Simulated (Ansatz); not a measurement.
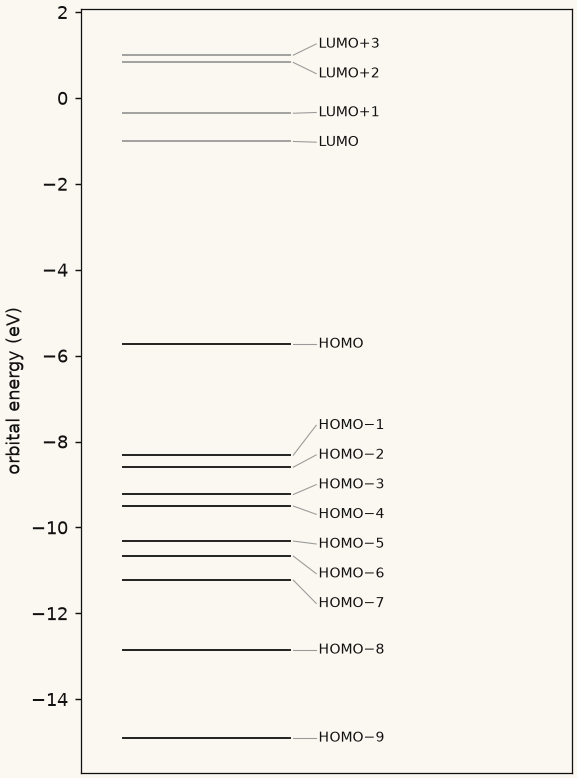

BSi₂NH₇, SMILES BN([SiH2])[SiH3], doublet. Kohn-Sham orbital energies near the frontier (alpha spin), r2SCANh/def2-TZVPP, the Ansatz code, at a PBE0-D4/def2-TZVP geometry (a minimum by its frequencies), isolated molecule; empty levels in grey, levels within 0.03 eV side by side.

Where do the highest filled and lowest empty alpha orbitals lie?

Answer. HOMO at −5.73 eV, LUMO at −1.01 eV, 4.72 eV apart.

How far below the HOMO does the next level lie?

Answer. 2.59 eV.

And the beta frontier levels?

Answer. Beta HOMO −8.29 eV, beta LUMO −2.60 eV.

Known limits of this run: empty levels above zero depend strongly on the basis.
